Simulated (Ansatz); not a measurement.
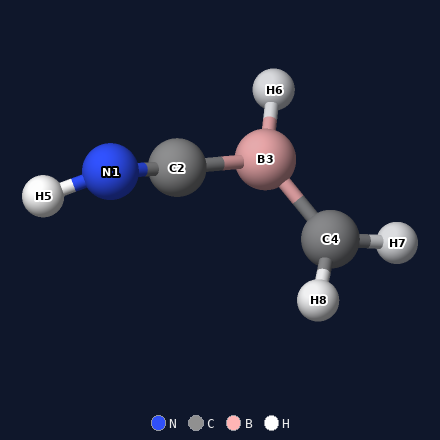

The system is C₂H₄BN (SMILES N=C1BC1) with the probe H; the picture shows it without the atoms that are moved over the map. The probe is moved over the plane through the molecule's long axis and the normal of its main plane. First axis: x of the probe's H atom. Second axis: z of the probe's H atom. Nothing is relaxed (molecule and probe rigid). The grid has 15 × 9 points. At 10 points there is no value (left out of the scan, as a rule where atoms come close). Points are written as (first, second). Energies are in kcal/mol, from the lowest grid point. Energies and slopes of some neighbouring points disagree (a jump in structure or state, or too coarse a mesh). The calculation used UKS PBE-D4/def2-SVP (Ansatz).

Range: x of the probe's H atom from −5.46 to 5.46 Å; z of the probe's H atom from −3.12 to 3.12 Å.

> What landscape does the calculation give?

The lowest grid point is at (−1.56 Å, −1.56 Å) [nearest 1 C at 1.64 Å]. The highest grid point, (2.34 Å, 0.78 Å) [nearest 1 H at 0.61 Å], lies 138.8 kcal/mol above the lowest.

```
z of the probe's H atom ↓, x of the probe's H atom →  −5.46  −4.68  −3.90  −3.12  −2.34  −1.56  −0.78  0.00  0.78   1.56   2.34  3.12  3.90  4.68  5.46
                                                3.12   22.5   22.4   22.3   22.2   22.1   22.1   22.2  22.1  22.1   22.2   22.1  22.1  22.2  22.3  22.5
                                                2.34   22.4   22.3   22.3   22.2   21.2   21.4   22.7  21.7  23.7   25.1   23.9  22.3  22.0  22.1  22.4
                                                1.56   22.4   22.4   23.1   22.5    7.0    0.0   11.6   7.6  24.7   49.3   38.0  25.1  22.5  22.0  22.3
                                                0.78   22.3   22.7   26.1   36.7    4.1    9.4   33.0  26.0     –  113.7  138.8  63.5  26.2  22.3  22.2
                                                0.00   22.3   23.0   29.4      –      –      –      –     –     –      –      –  70.3  28.5  22.5  22.3
                                               −0.78   22.3   22.7   26.1   38.3    6.5   11.6   37.8  19.1     –   82.2    7.0  28.9  24.9  22.3  22.3
                                               −1.56   22.4   22.4   23.2   22.8    7.8    0.0   11.1   9.7  28.5   45.7   23.8  23.2  22.5  22.2  22.4
                                               −2.34   22.4   22.3   22.3   22.2   21.3   21.4   22.8  22.5  24.1   24.6   23.1  22.3  22.2  22.3  22.5
                                               −3.12   22.5   22.4   22.3   22.2   22.1   22.2   22.2  22.2  22.2   22.3   22.3  22.3  22.4  22.5  22.5
```

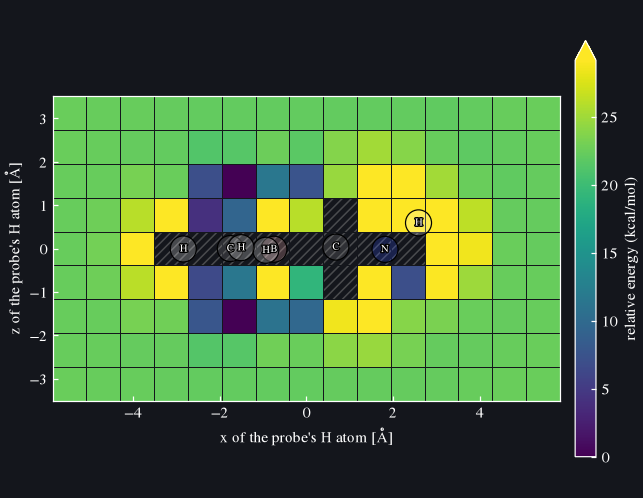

In the figure: one coloured cell a grid point, labelled circles for the molecule's atoms, projected on the plane, one colour for all values above the top of the scale, hatched blanks where no value was computed.

Each point was launched as `ansatz run input.yaml --threads 1 --pin off --max-ram 2560MiB --backend cpu --events-out ev --progress --plain --runs-dir out`. The whole map (125 points run) took 7.6 min on 1 thread of Intel(R) Xeon(R) 6975P-C (Granite Rapids), on a shared host.
